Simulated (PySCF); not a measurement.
Molecule: B(Me)(NH2)2, SMILES CB(N)N. Atoms near the plane z = 0.0 Å, at the B3LYP/def2-SVP optimised geometry (x, y, z in Å): B1 (-0.1, -0.1, 0.0), C2 (-0.8, -1.5, 0.0), H3 (-0.6, -2.1, -0.9), H4 (-1.9, -1.3, 0.0), H5 (-0.6, -2.0, 0.9), N6 (-0.8, 1.2, 0.0), H7 (-0.4, 2.1, 0.0), H8 (-1.8, 1.2, 0.0), N9 (1.4, -0.1, 0.0), H10 (1.9, 0.8, 0.0), H11 (1.9, -0.9, 0.0).

Computed with B3LYP/def2-TZVP (PySCF). Cells within 0.4 Å of a nucleus heavier than hydrogen are left out (blank, or x). The values are rescaled to run from 0 to 1.

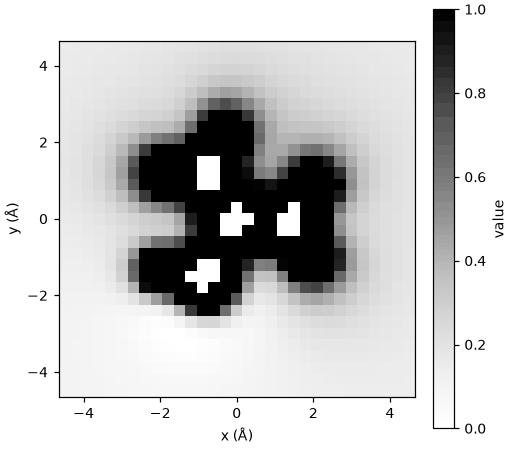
Figure. a field on the plane z = 0.0 Å.

### Question
Which quantity is mapped?
A) log10 of the electron density
B) electrostatic potential
C) electron localisation function
D) deformation density (molecule minus spherical neutral atoms)

### Answer
B, electrostatic potential. In full: electrostatic potential (hartree/e), clipped to [-0.08, 0.12].
